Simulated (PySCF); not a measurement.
Input

```
{"job": {"kind": "nmr", "xc": "B3LYP", "basis": "pcSseg-1", "pop": false, "solvent": "dimethylsulfoxide"}, "charge": 0, "multiplicity": 1}
Cl    -1.292164    -1.341939    -0.656581
Si     0.004130    -0.002238     0.095502
Cl    -0.508664     1.845535    -0.507346
Cl     1.861062    -0.429326    -0.544879
H     -0.029876    -0.060621     1.544563
```

Command:

```sh
OMP_NUM_THREADS=1 python ens_run.py task.json out
```

Geometry: GFN2-xTB.

Theory: B3LYP/pcSseg-1, SCF density, in a dimethylsulfoxide solvent model, non-relativistic (PySCF).

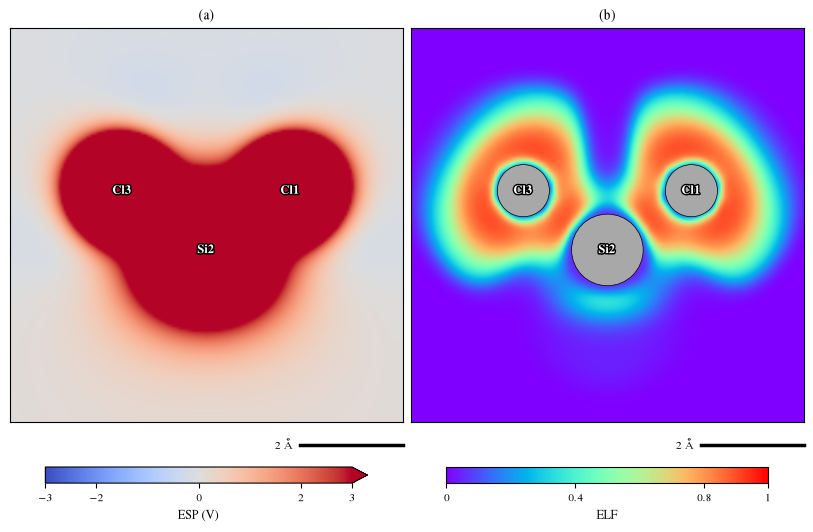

Cl₃HSi (SMILES Cl[SiH](Cl)Cl). (a) molecular electrostatic potential; (b) ELF on the plane of atoms Cl1, Si2 and Cl3. Grey discs cover the atomic cores in the ELF map.

Question: Describe what can be read from this map.

Answer: The section cuts through Cl and Si sites.
Si–Cl (2.01 Å): the ELF peaks at about 0.90 between the atoms: a shared but strongly polarised pair.
The ELF also peaks beside Cl3 and Cl1, away from the bonds: lone-pair regions.
The potential has no marked negative region in this plane.
